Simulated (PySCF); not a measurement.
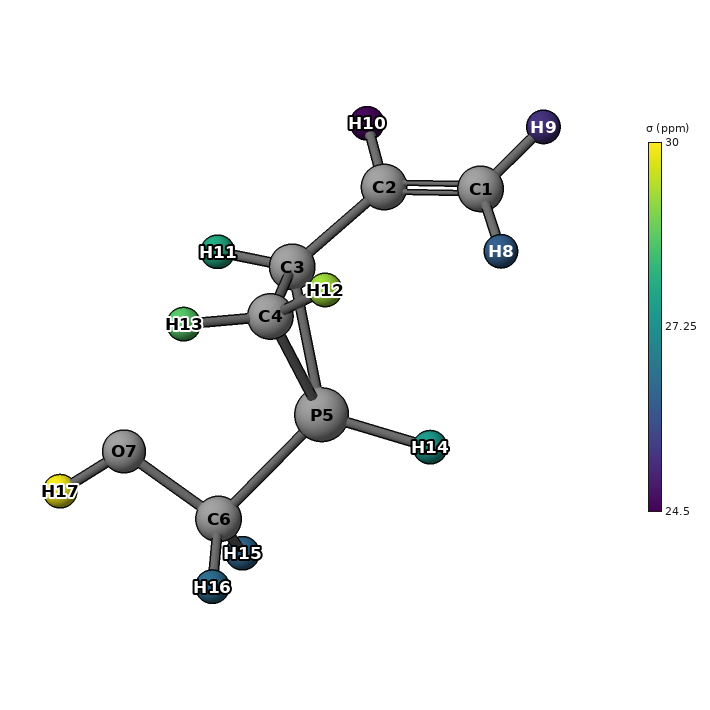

Atoms are coloured by their isotropic NMR shieldings (H only, the others grey). The species has charge +1 and is a spin singlet. The geometry was computed by an optimisation with GFN2-xTB. No frequency run is at hand to confirm it as a minimum. Properties computed with GIAO PBE0/pcSseg-1 NMR shielding, non-relativistic, gas phase (PySCF 2.14.0).

List the isotropic NMR shieldings of the H atoms.

```tsv
atom	σ (ppm)
H8	26.18
H9	25.30
H10	24.62
H11	27.85
H12	29.19
H13	28.54
H14	27.44
H15	26.32
H16	26.45
H17	29.87
```

The geometry is semi-empirical. Around P such bond lengths and angles can be off by a tenth of an ångström or more and by several degrees, and values that hang on the shape move with them.
